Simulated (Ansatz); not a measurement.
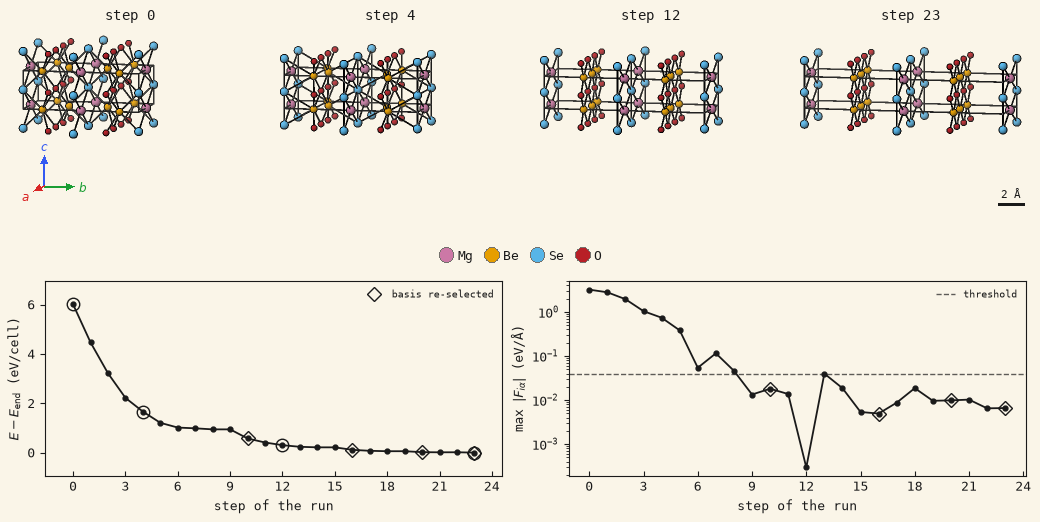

Frames of a relaxation of a crystal of MgBe$_{2}$SeO$_{2}$ (a generated structure, set up in Cmmm) (coarse preliminary run), marked on the history of the run. The picture is a ball-and-stick view of the conventional cell (2 times the calculation's cell), seen slightly off an axis. Lengths and directions refer to the drawn axes.

The calculation used Ansatz 0.2.0, DFT PBE, scalar-relativistic, plane waves, PAW.

Input
```yaml
crystal:
  lattice:
    - [2.65091649, -4.58978552, 0.0]
    - [2.65091649, 4.58978552, 0.0]
    - [0.0, 0.0, 3.00758415]
  atoms:
    - { symbol: Mg, position: [0.5, 0.5, 0.0] }
    - { symbol: Be, position: [0.166956, 0.833044, 0.0] }
    - { symbol: Be, position: [0.833044, 0.166956, 0.0] }
    - { symbol: Se, position: [0.0, 0.0, 0.5] }
    - { symbol: O, position: [0.0, 0.5, 0.5] }
    - { symbol: O, position: [0.5, 0.0, 0.5] }
basis:
  ecutwfc: 420
kpoints:
  mp_grid: { grid: [4, 4, 6] }
hamiltonian:
  xc: pbe
scf:
  occupations: { method: gaussian, width: 0.1 }
  lower_state_search: "off"
output:
  forces: true
  stress: true
  eigenvalues: true
relax:
  adjacent_minimum: "off"
  f_tol: 0.04
  max_steps: 70
  cell: { stress_tol: 0.4 }
```

Launched with:
```bash
ansatz run input.yaml --threads 1 --pin off --max-ram 2560MiB --backend cpu --events-out ev --progress --plain --runs-dir out
```

Question: What happens along the run?

Answer: The largest moves relative to the cell, 1.30 Å, are those of Be2 and Be3. Be3 goes along +b. O and Mg and Se stay in place. Cell: a 5.302 → 4.864 Å (−8.3 %), b 9.180 → 15.785 Å (+72.0 %), c 3.008 → 2.488 Å (−17.3 %). Volume +30.5 %. Among the contacts that change: Be2–Se4 2.147 → 4.124 Å, Se4–Se4 3.008 → 2.488 Å, Mg1–Mg1 3.008 → 2.488 Å, Be2–O5 2.145 → 1.740 Å. Bonds break: Be2–Se4 (2.15 → 4.12 Å), Be3–Se4 (2.15 → 4.12 Å). Among the angles between lasting bonds that change: Se4–Mg1–Se4 120.9° → 125.8°, Mg1–Se4–Mg1 120.9° → 125.8°. The space group stays Cmmm (No. 65). The energy falls by 6.003 eV per cell of the calculation in 19 accepted moves (23 points after the start). The largest force component goes from 3.2 to 0.0066 eV/Å. Pressure: −0.18 GPa at the start and 0.14 GPa at the end. At 4 points the geometry stayed and the basis and grid were re-selected for the new cell (energy shift of 0.368 eV per cell of the calculation at most each time). From step 0 to 4: Be atoms move most (0.57 Å), volume −7.7 %, energy −4.340 eV per cell of the calculation. From step 4 to 12: Be atoms move most (0.32 Å), volume +15.0 %, energy −1.360 eV per cell of the calculation. From step 12 to 23: Be atoms move most (0.06 Å), volume +23.0 %, energy −0.302 eV per cell of the calculation.

| step | E − E(0), meV/atom | largest force component, eV/Å | pressure, GPa | volume, Å³/atom | note |
| --- | --- | --- | --- | --- | --- |
| 0 | 0.00 | 3.2169 | -0.18 | 12.198 |  |
| 1 | -256.61 | 2.7994 | -3.17 | 11.992 |  |
| 2 | -465.03 | 1.9508 | -2.89 | 11.765 |  |
| 3 | -630.88 | 1.0429 | 1.42 | 11.255 |  |
| 4 | -723.40 | 0.7410 | 2.98 | 11.255 |  |
| 5 | -799.21 | 0.3821 | 3.43 | 11.401 |  |
| 6 | -831.26 | 0.0541 | 4.13 | 11.585 |  |
| 7 | -836.33 | 0.1151 | -4.39 | 12.448 |  |
| 8 | -843.40 | 0.0460 | 0.42 | 12.000 |  |
| 9 | -843.43 | 0.0133 | 0.08 | 12.040 |  |
| 10 | -904.77 | 0.0181 | 4.42 | 12.040 | same geometry, new basis |
| 11 | -932.11 | 0.0137 | 2.66 | 12.516 |  |
| 12 | -950.12 | 0.0003 | 1.50 | 12.942 |  |
| 13 | -961.18 | 0.0398 | 0.87 | 13.319 |  |
| 14 | -964.75 | 0.0186 | 0.17 | 13.727 |  |
| 15 | -964.75 | 0.0053 | 0.02 | 13.755 |  |
| 16 | -981.60 | 0.0049 | 1.49 | 13.755 | same geometry, new basis |
| 17 | -988.12 | 0.0087 | 0.91 | 14.225 |  |
| 18 | -990.95 | 0.0186 | 0.32 | 14.698 |  |
| 19 | -990.83 | 0.0096 | 0.04 | 15.104 |  |
| 20 | -997.30 | 0.0098 | 0.31 | 15.104 | same geometry, new basis |
| 21 | -998.32 | 0.0102 | 0.15 | 15.557 |  |
| 22 | -997.96 | 0.0065 | 0.05 | 15.918 |  |
| 23 | -1000.43 | 0.0066 | 0.14 | 15.918 | same geometry, new basis |
